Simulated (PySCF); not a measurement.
# C₃H₈FSi₃ (doublet): what the fields show

The calculation's input:

```
{"job": {"kind": "epr", "basis": "pcH-1"}, "charge": 0, "multiplicity": 2}
F      3.238072    -0.668270     1.661331
C      3.248134    -0.043059     0.429801
C      1.904047     0.105644    -0.094505
C      0.773438     0.219061    -0.493410
Si    -0.986317     0.304407    -1.086903
Si    -1.728582     2.330921    -0.330683
Si    -1.937200    -1.752704    -0.548085
H      3.860716    -0.665760    -0.234746
H      3.723237     0.935327     0.576574
H     -0.834246     0.422238    -2.557860
H     -3.082896     2.761339    -0.702106
H     -1.596627     2.676891     1.087768
H     -1.203228    -2.938646    -0.996791
H     -3.278586    -1.820145    -1.141941
H     -2.104376    -1.859253     0.903988
```

Run with:

```sh
OMP_NUM_THREADS=1 python probes_run.py task.json out
```

Geometry: GFN2-xTB.

The calculation used UKS B3LYP, pcH-1 on C F H Si, non-relativistic, mean-field spin-orbit, GIAO in PySCF.

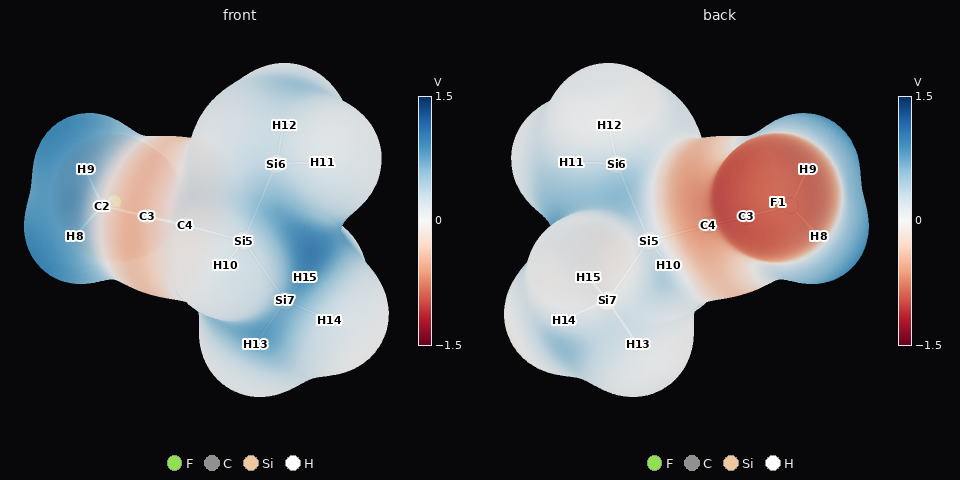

Figure 1. The molecular electrostatic potential painted on the density surface at 0.001 e/bohr³, seen from the front and from behind; red is negative and blue positive.

Q: Where is the surface potential most negative and most positive?

A: The most negative region (about −1.0 V) lies over F1, the most positive (about +1.0 V) over Si5.

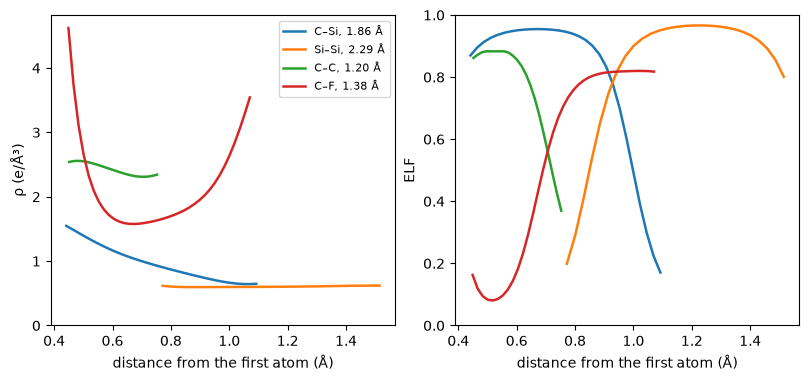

Figure 2. Total electron density and ELF along straight lines between neighbouring atoms. The curves leave out the atomic cores.

Q: Compare the contacts.

A: C–Si (1.86 Å): ρ is about 0.72 e/Å³ halfway, with its minimum of 0.64 e/Å³ about 1.1 Å from C; the ELF peaks at about 0.95 between the atoms: localised, covalent bonding.
Si–Si (2.29 Å): ρ at the midpoint is about 0.6 e/Å³; the ELF peaks at about 0.95 between the atoms; a shared electron pair.
C–C (1.20 Å): the density is about 2.4 e/Å³ at the midpoint; the ELF peaks at about 0.90 between the atoms; a short, multiple covalent bond.
C–F (1.38 Å): the density is about 1.6 e/Å³ at the midpoint; the ELF peaks at about 0.80 in the valence shell of F, 0.4 Å from its nucleus, and drops to about 0.10 between the two atoms.
